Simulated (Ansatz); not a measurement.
**SiC: pressure series**

Take SiC in the zinc blende structure (space group F-43m, No. 216) as the base.

```
SiC
1.0
    0.00000     2.17843     2.17843
    2.17843     0.00000     2.17843
    2.17843     2.17843     0.00000
Si C
1 1
Direct
  0.00000   0.00000   0.00000
  0.25000   0.25000   0.25000
```

Cell and atoms are relaxed at each pressure.

Level of theory: PBEsol (Ansatz, a quantum-chemistry and plane-wave program), no SOC.

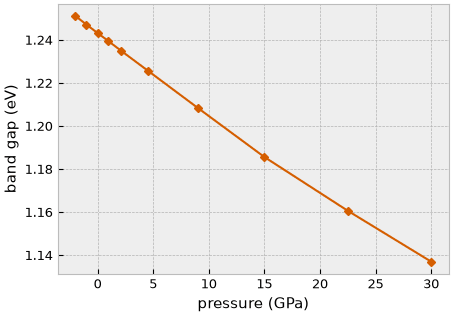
*Band gap against pressure*

```tsv
pressure (GPa)	band gap
-2	1.25 eV
-1	1.25 eV
0.9	1.24 eV
2.1	1.24 eV
4.5	1.23 eV
9	1.21 eV
15	1.19 eV
22.5	1.16 eV
30	1.14 eV
```

Load acts through the strain it causes; cell and atoms are relaxed under it. Whether these cells are dynamically stable was not tested. No other phases were tried under pressure.
